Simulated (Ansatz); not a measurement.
# BSiH₂ (doublet): PBE, r2SCAN over a scan of the distance Si1–B2, 6-31G, part 2 of 2

Ansatz 0.2.0, Gaussian basis; 6-31G, all electrons in the functionals. The steps go on from the part before.

## (15) r2SCAN, 1.925 Å

in.yaml

```yaml
crystal:
  periodic: [false, false, false]
  atoms:
    - {symbol: Si, position_ang: [0.000000, 0.000000, 0.634524]}
    - {symbol: B, position_ang: [0.000000, 0.000000, -1.290679]}
    - {symbol: H, position_ang: [0.000000, -1.025810, -1.918468]}
    - {symbol: H, position_ang: [0.000000, 1.025810, -1.918468]}
basis:
  gaussian: {orbitals: 6-31G}
magnetization: {spin_polarized: true, initial_magnetization: 1}
hamiltonian: {xc: {name: r2SCAN}}
output: {forces: true}
```

On the command line:

```console
ansatz run in.yaml --threads 1 --pin off --events-out ev --progress --plain --max-ram 4096MiB --backend cpu
```

Log (excerpt; [...] marks lines left out):

```text
Functional definition: r2SCAN
  name "r2SCAN"
  cite "Furness, Kaplan, Ning, Perdew & Sun, J. Phys. Chem. Lett. 11, 8208 (2020) doi:10.1021/acs.jpclett.0c02405"
  cite "Furness, Kaplan, Ning, Perdew & Sun, J. Phys. Chem. Lett. 11, 9248 (2020) doi:10.1021/acs.jpclett.0c03077"
  parent r2scan
[...]
330 factors; integrals over basis functions are off by at most 2.6e-4 eV
[...]
mean field -8580.85607490 eV, -315.3406444395 hartree, gradient 8.5e-6 eV, S^2 0.752352; 5 other end points of the search recorded, 0 dependent functions left out
[...]
reference -8580.85608385 eV, -315.3406447685 hartree; 11, 10 occupied and 15, 16 virtual orbitals, 330 factors
Total energy: -8580.85608385 eV, -315.3406447685 hartree
Atom 0 at     0.000000     0.000000     0.634524 Å, force    -0.000000    -0.000000     0.546382 eV/Å
Atom 1 at     0.000000     0.000000    -1.290679 Å, force    -0.000000     0.000000    -0.405393 eV/Å
Atom 2 at     0.000000    -1.025810    -1.918468 Å, force     0.000000    -0.019573    -0.070494 eV/Å
Atom 3 at     0.000000     1.025810    -1.918468 Å, force    -0.000000     0.019573    -0.070494 eV/Å
Dipole moment:    -0.000000     0.000000    -0.010010 e Å
```

Run time: 2.4 s. Hardware: 1 thread of AMD EPYC 7R13, shared host.

From the report: ⟨S²⟩ of the determinant 0.752 (pure doublet: 0.75).

## (16) r2SCAN, 2.115 Å

in.yaml

```yaml
crystal:
  periodic: [false, false, false]
  atoms:
    - {symbol: Si, position_ang: [0.000000, 0.000000, 0.694029]}
    - {symbol: B, position_ang: [0.000000, 0.000000, -1.420971]}
    - {symbol: H, position_ang: [0.000000, -1.025810, -2.048760]}
    - {symbol: H, position_ang: [0.000000, 1.025810, -2.048760]}
basis:
  gaussian: {orbitals: 6-31G}
magnetization: {spin_polarized: true, initial_magnetization: 1}
hamiltonian: {xc: {name: r2SCAN}}
output: {forces: true}
```

Same command.

Log (excerpt; [...] marks lines left out):

```text
Functional definition: r2SCAN
  name "r2SCAN"
  cite "Furness, Kaplan, Ning, Perdew & Sun, J. Phys. Chem. Lett. 11, 8208 (2020) doi:10.1021/acs.jpclett.0c02405"
  cite "Furness, Kaplan, Ning, Perdew & Sun, J. Phys. Chem. Lett. 11, 9248 (2020) doi:10.1021/acs.jpclett.0c03077"
  parent r2scan
[...]
330 factors; integrals over basis functions are off by at most 2.6e-4 eV
[...]
mean field -8580.72520839 eV, -315.3358351840 hartree, gradient 1.2e-5 eV, S^2 0.751807; 5 other end points of the search recorded, 0 dependent functions left out
[...]
reference -8580.72521742 eV, -315.3358355156 hartree; 11, 10 occupied and 15, 16 virtual orbitals, 330 factors
Total energy: -8580.72521742 eV, -315.3358355156 hartree
Atom 0 at     0.000000     0.000000     0.694029 Å, force     0.000000    -0.000000    -1.609391 eV/Å
Atom 1 at     0.000000     0.000000    -1.420971 Å, force    -0.000000    -0.000000     1.518113 eV/Å
Atom 2 at     0.000000    -1.025810    -2.048760 Å, force     0.000000    -0.060864     0.045639 eV/Å
Atom 3 at     0.000000     1.025810    -2.048760 Å, force    -0.000000     0.060864     0.045639 eV/Å
Dipole moment:     0.000000     0.000000     0.012904 e Å
```

Run time: 2.1 s. Hardware: 1 thread of AMD EPYC 7R13, shared host.

From the report: ⟨S²⟩ of the determinant 0.752 (pure doublet: 0.75).

From 1.925 Å: +0.131 eV.

## (17) r2SCAN, 2.376 Å

in.yaml

```yaml
crystal:
  periodic: [false, false, false]
  atoms:
    - {symbol: Si, position_ang: [0.000000, 0.000000, 0.775858]}
    - {symbol: B, position_ang: [0.000000, 0.000000, -1.600142]}
    - {symbol: H, position_ang: [0.000000, -1.025810, -2.227931]}
    - {symbol: H, position_ang: [0.000000, 1.025810, -2.227931]}
basis:
  gaussian: {orbitals: 6-31G}
magnetization: {spin_polarized: true, initial_magnetization: 1}
hamiltonian: {xc: {name: r2SCAN}}
```

The command is unchanged.

Log (excerpt; [...] marks lines left out):

```text
Functional definition: r2SCAN
  name "r2SCAN"
  cite "Furness, Kaplan, Ning, Perdew & Sun, J. Phys. Chem. Lett. 11, 8208 (2020) doi:10.1021/acs.jpclett.0c02405"
  cite "Furness, Kaplan, Ning, Perdew & Sun, J. Phys. Chem. Lett. 11, 9248 (2020) doi:10.1021/acs.jpclett.0c03077"
  parent r2scan
[...]
330 factors; integrals over basis functions are off by at most 2.6e-4 eV
[...]
mean field -8580.15283659 eV, -315.3148009080 hartree, gradient 6.3e-6 eV, S^2 0.751494; 12 other end points of the search recorded, 0 dependent functions left out
reference -8580.15284574 eV, -315.3148012446 hartree; 11, 10 occupied and 15, 16 virtual orbitals, 330 factors
Total energy: -8580.15284574 eV, -315.3148012446 hartree
```

It took 4.9 s on 1 thread of AMD EPYC 7R13, shared host.

From the report: ⟨S²⟩ of the determinant 0.751 (pure doublet: 0.75).

From 1.925 Å: +0.703 eV.

## (18) r2SCAN, 2.689 Å

in.yaml

```yaml
crystal:
  periodic: [false, false, false]
  atoms:
    - {symbol: Si, position_ang: [0.000000, 0.000000, 0.873990]}
    - {symbol: B, position_ang: [0.000000, 0.000000, -1.815010]}
    - {symbol: H, position_ang: [0.000000, -1.025810, -2.442799]}
    - {symbol: H, position_ang: [0.000000, 1.025810, -2.442799]}
basis:
  gaussian: {orbitals: 6-31G}
magnetization: {spin_polarized: true, initial_magnetization: 1}
hamiltonian: {xc: {name: r2SCAN}}
```

Launched as before.

Log (excerpt; [...] marks lines left out):

```text
Functional definition: r2SCAN
  name "r2SCAN"
  cite "Furness, Kaplan, Ning, Perdew & Sun, J. Phys. Chem. Lett. 11, 8208 (2020) doi:10.1021/acs.jpclett.0c02405"
  cite "Furness, Kaplan, Ning, Perdew & Sun, J. Phys. Chem. Lett. 11, 9248 (2020) doi:10.1021/acs.jpclett.0c03077"
  parent r2scan
[...]
330 factors; integrals over basis functions are off by at most 2.7e-4 eV
[...]
mean field -8579.34870305 eV, -315.2852495456 hartree, gradient 5.4e-6 eV, S^2 0.755282; 17 other end points of the search recorded, 0 dependent functions left out
reference -8579.34871239 eV, -315.2852498890 hartree; 11, 10 occupied and 15, 16 virtual orbitals, 330 factors
Total energy: -8579.34871239 eV, -315.2852498890 hartree
```

It took 6 s on 1 thread of AMD EPYC 7R13, shared host.

From the report: ⟨S²⟩ of the determinant 0.755 (pure doublet: 0.75).

From 1.925 Å: +1.507 eV.

## (19) r2SCAN, 3.025 Å

in.yaml

```yaml
crystal:
  periodic: [false, false, false]
  atoms:
    - {symbol: Si, position_ang: [0.000000, 0.000000, 0.979333]}
    - {symbol: B, position_ang: [0.000000, 0.000000, -2.045667]}
    - {symbol: H, position_ang: [0.000000, -1.025810, -2.673456]}
    - {symbol: H, position_ang: [0.000000, 1.025810, -2.673456]}
basis:
  gaussian: {orbitals: 6-31G}
magnetization: {spin_polarized: true, initial_magnetization: 1}
hamiltonian: {xc: {name: r2SCAN}}
output: {forces: true}
```

The command is unchanged.

Log (excerpt; [...] marks lines left out):

```text
Functional definition: r2SCAN
  name "r2SCAN"
  cite "Furness, Kaplan, Ning, Perdew & Sun, J. Phys. Chem. Lett. 11, 8208 (2020) doi:10.1021/acs.jpclett.0c02405"
  cite "Furness, Kaplan, Ning, Perdew & Sun, J. Phys. Chem. Lett. 11, 9248 (2020) doi:10.1021/acs.jpclett.0c03077"
  parent r2scan
[...]
330 factors; integrals over basis functions are off by at most 2.7e-4 eV
[...]
mean field -8578.57215956 eV, -315.2567120986 hartree, gradient 2.3e-6 eV, S^2 0.809593; 18 other end points of the search recorded, 0 dependent functions left out
[...]
reference -8578.57216901 eV, -315.2567124459 hartree; 11, 10 occupied and 15, 16 virtual orbitals, 330 factors
Total energy: -8578.57216901 eV, -315.2567124459 hartree
Atom 0 at     0.000000     0.000000     0.979333 Å, force    -0.000000     0.000000    -2.060512 eV/Å
Atom 1 at     0.000000     0.000000    -2.045667 Å, force     0.000000     0.000000     1.374897 eV/Å
Atom 2 at     0.000000    -1.025810    -2.673456 Å, force    -0.000000    -0.164098     0.342808 eV/Å
Atom 3 at     0.000000     1.025810    -2.673456 Å, force    -0.000000     0.164098     0.342808 eV/Å
Dipole moment:     0.000000    -0.000000    -0.014371 e Å
```

It took 8.5 s on 1 thread of AMD EPYC 7R13, shared host.

From the report: ⟨S²⟩ of the determinant 0.810 (pure doublet: 0.75).

From 1.925 Å: +2.284 eV.

## (20) r2SCAN, 3.632 Å

in.yaml

```yaml
crystal:
  periodic: [false, false, false]
  atoms:
    - {symbol: Si, position_ang: [0.000000, 0.000000, 1.169640]}
    - {symbol: B, position_ang: [0.000000, 0.000000, -2.462360]}
    - {symbol: H, position_ang: [0.000000, -1.025810, -3.090149]}
    - {symbol: H, position_ang: [0.000000, 1.025810, -3.090149]}
basis:
  gaussian: {orbitals: 6-31G}
magnetization: {spin_polarized: true, initial_magnetization: 1}
hamiltonian: {xc: {name: r2SCAN}}
```

Same command.

Log (excerpt; [...] marks lines left out):

```text
Functional definition: r2SCAN
  name "r2SCAN"
  cite "Furness, Kaplan, Ning, Perdew & Sun, J. Phys. Chem. Lett. 11, 8208 (2020) doi:10.1021/acs.jpclett.0c02405"
  cite "Furness, Kaplan, Ning, Perdew & Sun, J. Phys. Chem. Lett. 11, 9248 (2020) doi:10.1021/acs.jpclett.0c03077"
  parent r2scan
[...]
330 factors; integrals over basis functions are off by at most 2.7e-4 eV
[...]
mean field -8577.79066425 eV, -315.2279926760 hartree, gradient 3.0e-6 eV, S^2 1.435416; 22 other end points of the search recorded, 0 dependent functions left out
reference -8577.79067430 eV, -315.2279930453 hartree; 11, 10 occupied and 15, 16 virtual orbitals, 330 factors
Total energy: -8577.79067430 eV, -315.2279930453 hartree
```

It took 15 s on 1 thread of AMD EPYC 7R13, shared host.

From the report: ⟨S²⟩ of the determinant 1.435 (pure doublet: 0.75). The determinant is far from a pure spin state, so its energy mixes those of several spin states (harmless only where they are near-degenerate, as at dissociation).

From 1.925 Å: +3.065 eV.

## (21) r2SCAN, 4.192 Å

in.yaml

```yaml
crystal:
  periodic: [false, false, false]
  atoms:
    - {symbol: Si, position_ang: [0.000000, 0.000000, 1.345212]}
    - {symbol: B, position_ang: [0.000000, 0.000000, -2.846788]}
    - {symbol: H, position_ang: [0.000000, -1.025810, -3.474577]}
    - {symbol: H, position_ang: [0.000000, 1.025810, -3.474577]}
basis:
  gaussian: {orbitals: 6-31G}
magnetization: {spin_polarized: true, initial_magnetization: 1}
hamiltonian: {xc: {name: r2SCAN}}
output: {forces: true}
```

The command is unchanged.

Log (excerpt; [...] marks lines left out):

```text
Functional definition: r2SCAN
  name "r2SCAN"
  cite "Furness, Kaplan, Ning, Perdew & Sun, J. Phys. Chem. Lett. 11, 8208 (2020) doi:10.1021/acs.jpclett.0c02405"
  cite "Furness, Kaplan, Ning, Perdew & Sun, J. Phys. Chem. Lett. 11, 9248 (2020) doi:10.1021/acs.jpclett.0c03077"
  parent r2scan
[...]
330 factors; integrals over basis functions are off by at most 2.7e-4 eV
[...]
mean field -8577.57322209 eV, -315.2200018240 hartree, gradient 1.1e-10 eV, S^2 1.658113; 19 other end points of the search recorded, 0 dependent functions left out
[...]
reference -8577.57323291 eV, -315.2200022213 hartree; 11, 10 occupied and 15, 16 virtual orbitals, 330 factors
Total energy: -8577.57323291 eV, -315.2200022213 hartree
Atom 0 at     0.000000     0.000000     1.345212 Å, force    -0.000000    -0.000000    -0.213434 eV/Å
Atom 1 at     0.000000     0.000000    -2.846788 Å, force     0.000000     0.000000    -0.551132 eV/Å
Atom 2 at     0.000000    -1.025810    -3.474577 Å, force    -0.000000    -0.183554     0.382283 eV/Å
Atom 3 at     0.000000     1.025810    -3.474577 Å, force    -0.000000     0.183554     0.382283 eV/Å
Dipole moment:    -0.000000    -0.000000    -0.060477 e Å
```

It took 18 s on 1 thread of AMD EPYC 7R13, shared host.

From the report: ⟨S²⟩ of the determinant 1.658 (pure doublet: 0.75). The determinant is far from a pure spin state, so its energy mixes those of several spin states (harmless only where they are near-degenerate, as at dissociation).

From 1.925 Å: +3.283 eV.

## (22) r2SCAN, 5.295 Å

in.yaml

```yaml
crystal:
  periodic: [false, false, false]
  atoms:
    - {symbol: Si, position_ang: [0.000000, 0.000000, 4.285144]}
    - {symbol: B, position_ang: [0.000000, 0.000000, -1.009856]}
    - {symbol: H, position_ang: [0.000000, -1.025810, -1.637645]}
    - {symbol: H, position_ang: [0.000000, 1.025810, -1.637645]}
basis:
  gaussian: {orbitals: 6-31G}
magnetization: {spin_polarized: true, initial_magnetization: 1}
hamiltonian: {xc: {name: r2SCAN}}
```

Same command.

Log (excerpt; [...] marks lines left out):

```text
Functional definition: r2SCAN
  name "r2SCAN"
  cite "Furness, Kaplan, Ning, Perdew & Sun, J. Phys. Chem. Lett. 11, 8208 (2020) doi:10.1021/acs.jpclett.0c02405"
  cite "Furness, Kaplan, Ning, Perdew & Sun, J. Phys. Chem. Lett. 11, 9248 (2020) doi:10.1021/acs.jpclett.0c03077"
  parent r2scan
[...]
330 factors; integrals over basis functions are off by at most 2.7e-4 eV
[...]
mean field -8577.47638375 eV, -315.2164430805 hartree, gradient 2.9e-6 eV, S^2 1.751350; 14 other end points of the search recorded, 0 dependent functions left out
reference -8577.47639500 eV, -315.2164434939 hartree; 11, 10 occupied and 15, 16 virtual orbitals, 330 factors
Total energy: -8577.47639500 eV, -315.2164434939 hartree
```

Wall time 10 s (1 thread of AMD EPYC 7R13, shared host).

From the report: ⟨S²⟩ of the determinant 1.751 (pure doublet: 0.75). The determinant is far from a pure spin state, so its energy mixes those of several spin states (harmless only where they are near-degenerate, as at dissociation).

From 1.925 Å: +3.380 eV.

## (23) r2SCAN, 6.410 Å

in.yaml

```yaml
crystal:
  periodic: [false, false, false]
  atoms:
    - {symbol: Si, position_ang: [0.000000, 0.000000, 5.121394]}
    - {symbol: B, position_ang: [0.000000, 0.000000, -1.288606]}
    - {symbol: H, position_ang: [0.000000, -1.025810, -1.916394]}
    - {symbol: H, position_ang: [0.000000, 1.025810, -1.916394]}
basis:
  gaussian: {orbitals: 6-31G}
magnetization: {spin_polarized: true, initial_magnetization: 1}
hamiltonian: {xc: {name: r2SCAN}}
```

The command is unchanged.

Log (excerpt; [...] marks lines left out):

```text
Functional definition: r2SCAN
  name "r2SCAN"
  cite "Furness, Kaplan, Ning, Perdew & Sun, J. Phys. Chem. Lett. 11, 8208 (2020) doi:10.1021/acs.jpclett.0c02405"
  cite "Furness, Kaplan, Ning, Perdew & Sun, J. Phys. Chem. Lett. 11, 9248 (2020) doi:10.1021/acs.jpclett.0c03077"
  parent r2scan
[...]
330 factors; integrals over basis functions are off by at most 2.7e-4 eV
[...]
mean field -8577.46361163 eV, -315.2159737139 hartree, gradient 6.4e-6 eV, S^2 1.751318; 10 other end points of the search recorded, 0 dependent functions left out
reference -8577.46362464 eV, -315.2159741919 hartree; 11, 10 occupied and 15, 16 virtual orbitals, 330 factors
Total energy: -8577.46362464 eV, -315.2159741919 hartree
```

It took 9.5 s on 1 thread of AMD EPYC 7R13, shared host.

From the report: ⟨S²⟩ of the determinant 1.751 (pure doublet: 0.75). The determinant is far from a pure spin state, so its energy mixes those of several spin states (harmless only where they are near-degenerate, as at dissociation).

From 1.925 Å: +3.392 eV.

## (24) Against the wave-function levels

The yardstick is full CI for this spin, exact in this basis with these frozen cores. It and the other wave-function rows come from earlier runs at the same points. Energies in eV, counted from 1.925 Å; blanks weren't run or aren't comparable.

```csv
level,1.565 Å,1.706 Å,1.925 Å,2.115 Å,2.376 Å,2.689 Å,3.025 Å,3.632 Å,4.192 Å,5.295 Å,6.410 Å
FCI,2.357,0.818,0.000,0.038,0.503,1.194,1.846,2.573,2.814,2.903,2.914
PBE,2.152,0.710,0.000,0.108,0.655,1.439,2.207,3.158,3.467,3.593,3.612
r2SCAN,2.130,0.689,0.000,0.131,0.703,1.507,2.284,3.065,3.283,3.380,3.392
ROHF,2.418,0.853,0.000,0.019,0.493,1.272,2.126,3.458,,,
UHF,2.410,0.849,0.000,0.020,0.492,1.223,1.677,1.906,1.932,1.963,1.972
RMP2,2.323,0.795,0.000,0.058,0.555,1.308,2.082,3.188,3.818,,3.348
UMP2,2.319,0.792,0.000,0.060,0.559,1.406,2.206,2.637,2.723,2.748,2.759
RCCSD,2.358,0.818,0.000,0.038,0.506,1.204,1.874,2.655,2.864,,2.854
RCCSD(T),2.356,0.817,0.000,0.039,0.506,1.200,1.857,2.585,2.821,,2.855
UCCSD(T),2.356,0.817,0.000,0.039,0.506,1.202,1.867,2.616,2.837,2.887,2.898
RCCSDT(Q),2.357,0.817,0.000,0.038,0.503,1.194,1.847,2.573,2.811,,
UCCSDT(Q),2.357,0.818,0.000,0.038,0.503,1.194,1.846,2.573,2.815,2.900,2.912
CASSCF valence,2.423,0.859,0.000,0.003,0.427,1.078,1.695,2.362,2.571,2.642,2.651
NEVPT2 valence,2.374,0.828,0.000,0.031,0.490,1.180,1.836,2.565,2.802,2.885,2.895
MRCISD+Q valence,2.358,0.818,0.000,0.038,0.502,1.192,1.844,2.570,2.808,2.893,2.904
NEVPT2 pair,2.341,0.805,0.000,0.050,0.523,1.189,1.822,2.529,2.759,2.838,2.849
```

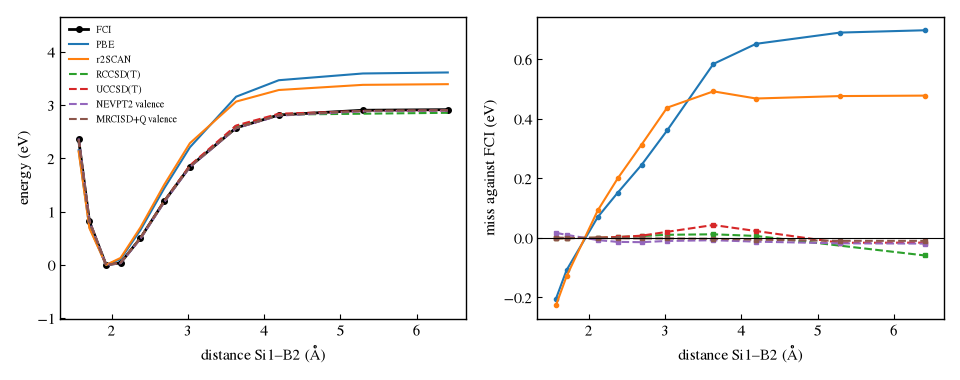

Left: the curves (the axis may cut off levels that run far away). Right: misses against FCI, in the same colours.

Largest miss and mean time a point (FCI took 28 s a point; shared hosts):

```csv
level,largest miss (eV),where,time a point
PBE,+0.698,6.410 Å,3.6 s
r2SCAN,+0.493,3.632 Å,7.4 s
ROHF,+0.885,3.632 Å,
UHF,-0.942,6.410 Å,
RMP2,+1.003,4.192 Å,
UMP2,+0.360,3.025 Å,
RCCSD,+0.082,3.632 Å,
RCCSD(T),-0.059,6.410 Å,2.1 s
UCCSD(T),+0.043,3.632 Å,3.1 s
RCCSDT(Q),-0.003,4.192 Å,6.3 s
UCCSDT(Q),-0.002,5.295 Å,7.5 s
CASSCF valence,-0.263,6.410 Å,
NEVPT2 valence,-0.019,6.410 Å,8.3 s
MRCISD+Q valence,-0.010,6.410 Å,12 s
NEVPT2 pair,-0.065,6.410 Å,0.75 s
```

## (25) What came out

What follows sums up all 2 parts.

| quantity | value |
| --- | --- |
| span of the FCI curve | 2.914 eV |
| largest miss, PBE | +0.698 eV (6.410 Å) |
| largest miss, r2SCAN | +0.493 eV (3.632 Å) |
| largest miss, RCCSD(T) | -0.059 eV (6.410 Å) |
| largest miss, UCCSD(T) | +0.043 eV (3.632 Å) |

**Reading.** Of the functionals, r2SCAN keep the smallest largest miss at the points compared (at most 0.493 eV) and PBE strays most (0.698 eV, at 6.410 Å). PBE, r2SCAN clearly break the spin symmetry at some points (⟨S²⟩ up to 1.00 above the pure value), so energy there is bought with a mixed spin. Functionals and the yardstick converge differently with the basis, so part of each miss in 6-31G is the basis.
